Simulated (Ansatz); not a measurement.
# C₁₀H₁₀ClFZr (SMILES [F][Zr]12345678([Cl])([CH]9[CH]1[CH]2[CH]3[CH]94)[CH]1[CH]5[CH]6[CH]7[CH]18): what the fields show

Input file:

```
crystal:
  periodic: [false, false, false]
  atoms:
    - {symbol: F, position_ang: [0.631807, -0.321737, -2.332331]}
    - {symbol: Zr, position_ang: [0.306100, -0.462664, -0.429128]}
    - {symbol: Cl, position_ang: [1.228063, -2.652226, 0.046584]}
    - {symbol: C, position_ang: [-2.029382, -0.636479, -1.411757]}
    - {symbol: C, position_ang: [-2.009585, 0.477809, -0.547629]}
    - {symbol: C, position_ang: [-1.857311, -0.003819, 0.777232]}
    - {symbol: C, position_ang: [-1.743358, -1.401733, 0.719198]}
    - {symbol: C, position_ang: [-1.843911, -1.792699, -0.639045]}
    - {symbol: C, position_ang: [0.763513, 1.801441, 0.547471]}
    - {symbol: C, position_ang: [1.672449, 1.660804, -0.517554]}
    - {symbol: C, position_ang: [2.578095, 0.632283, -0.187121]}
    - {symbol: C, position_ang: [2.244438, 0.153146, 1.096085]}
    - {symbol: C, position_ang: [1.117210, 0.862393, 1.549545]}
    - {symbol: H, position_ang: [-2.088327, -0.597890, -2.488616]}
    - {symbol: H, position_ang: [-2.122984, 1.511012, -0.841405]}
    - {symbol: H, position_ang: [-1.831741, 0.599466, 1.671760]}
    - {symbol: H, position_ang: [-1.580183, -2.065072, 1.555257]}
    - {symbol: H, position_ang: [-1.755623, -2.801621, -1.011598]}
    - {symbol: H, position_ang: [-0.049341, 2.510054, 0.599160]}
    - {symbol: H, position_ang: [1.645308, 2.201986, -1.451397]}
    - {symbol: H, position_ang: [3.365887, 0.252992, -0.820662]}
    - {symbol: H, position_ang: [2.736873, -0.652803, 1.616650]}
    - {symbol: H, position_ang: [0.622002, 0.725346, 2.499292]}
basis:
  gaussian: {orbitals: def2-TZVPP}
hamiltonian: {xc: pbe0, dispersion: d4}
output: {orbitals: {seedname: orbitals}}
```

Run with:

```sh
ansatz run in.yaml --threads 11 --pin off --events-out ev --progress --plain --max-ram 174080MiB --backend cuda --devices 0, --max-vram 75GiB
```

Geometry: PBE0-D4/def2-TZVP; core potentials replace the inner electrons of Zr.

Computed with RKS PBE0-D4/def2-TZVPP in Ansatz 0.2.0.

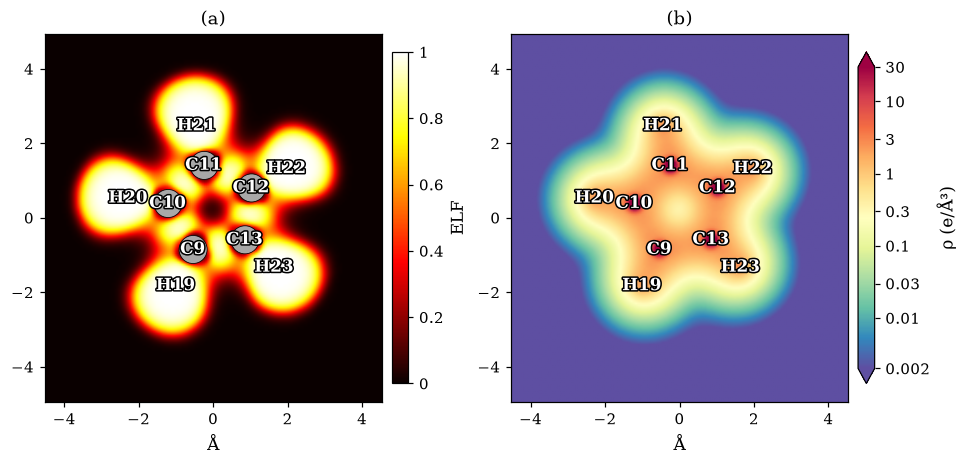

Figure 1. (a) ELF; (b) electron density on the plane of atoms C12, C11 and H21. Grey discs cover the atomic cores in the ELF map.

**Read the bonding off the picture.**

- Atoms in the plane: C and H.
- C–C (1.41 Å): the density is about 2 e/Å³ at the midpoint; the ELF peaks at about 0.95 between the atoms: localised, covalent bonding.
- C–H (1.08 Å): the density is about 2.1 e/Å³ at the midpoint; the ELF climbs to about 1 towards the hydrogen, as it does in any bond to H: an ordinary covalent bond to hydrogen.

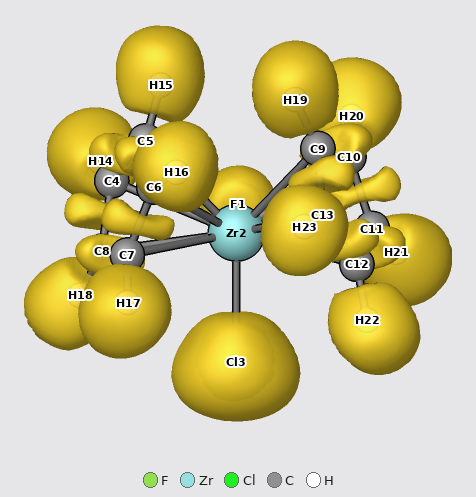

Figure 2. Isosurface of the electron localisation function at 0.8 (yellow), seen across its widest extent. Core shells and regions of very low density are left out.

**Identify the bonds, lone pairs and shells in this picture.**

The surface consists of ten regions between bonded C–C atoms (shared pairs), ten regions around hydrogen nuclei, one region wrapped around Cl (its valence shell) and one region wrapped around F (its valence shell). Along the contacts the grid gives the following. C–C (1.40 Å): the ELF peaks at about 0.95 between the atoms (localised, covalent bonding). Zr–F (1.94 Å): the ELF peaks at about 0.85 in the valence shell of F, 0.5 Å from its nucleus, and drops to about 0.25 between the two atoms.

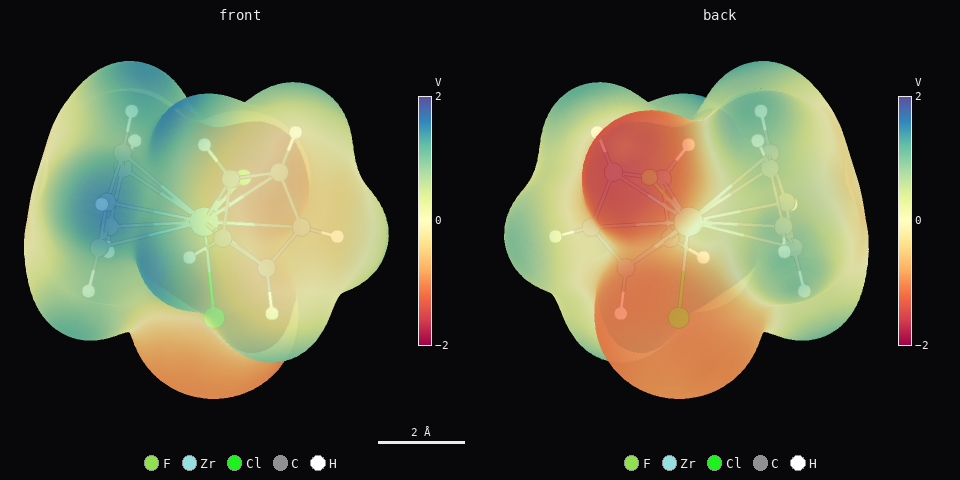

Figure 3. The electrostatic potential painted on the density surface at 0.002 e/bohr³, seen from the front and from behind; red is negative and blue positive.

**Where is the surface potential most negative and most positive?**

The most negative region (about −1.5 V) lies over F1, the most positive (about +1.5 V) over H16 and H19.

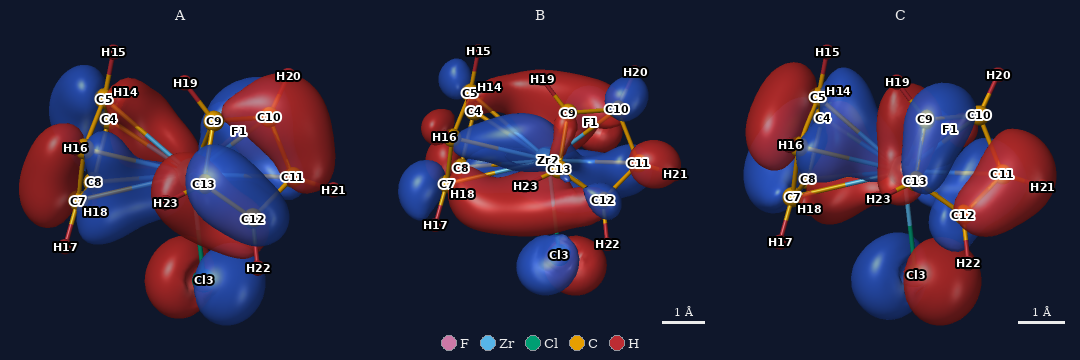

Figure 4. Three frontier orbitals at ±0.08 Å⁻³ᐟ² (blue and red are the two phases), in no order.

**Order the three orbitals by energy and name them.**

A is the HOMO−1 (−7.40 eV). By Hirshfeld shares it lies mainly on C10 (about 10 %), Cl3 (about 10 %), C13 (about 10 %), Zr2 (about 10 %), C4 (about 10 %) and C7 (about 10 %). C is the HOMO (−6.96 eV). It lies mainly on Cl3 (about 20 %), C8 (about 15 %), C11 (about 10 %), Zr2 (about 10 %), C9 (about 10 %) and C6 (about 5 %). B is the LUMO (−1.33 eV). Its weight (Hirshfeld) is mainly on Zr2 (about 50 %), Cl3 (about 10 %) and F1 (about 5 %).

**What is the HOMO–LUMO gap?**

5.63 eV between the orbital energies.
